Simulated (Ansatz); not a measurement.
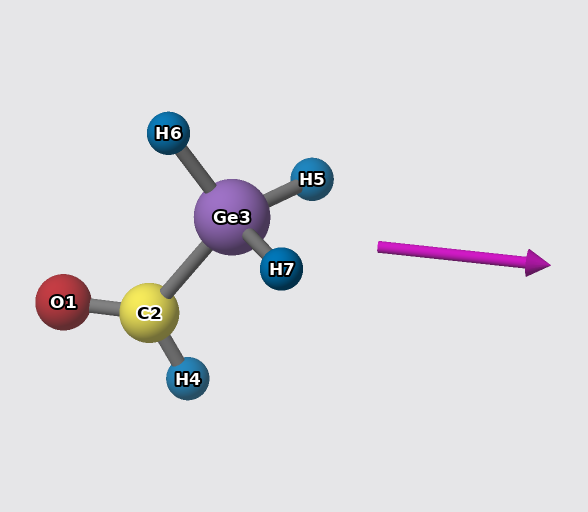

The arrow beside the molecule shows the direction of the dipole moment, from the negative to the positive end (its length means nothing). Computed geometry: PBE-D4/def2-SVP optimisation. No frequency run is at hand to confirm it as a minimum. Level of theory: RKS PBE-D4/def2-SVP (Ansatz 0.2.0).

How large is the dipole moment?

Answer. 1.73 D; it points from the side of O1 to the side of H5, H7 (the outermost atoms at the two ends).
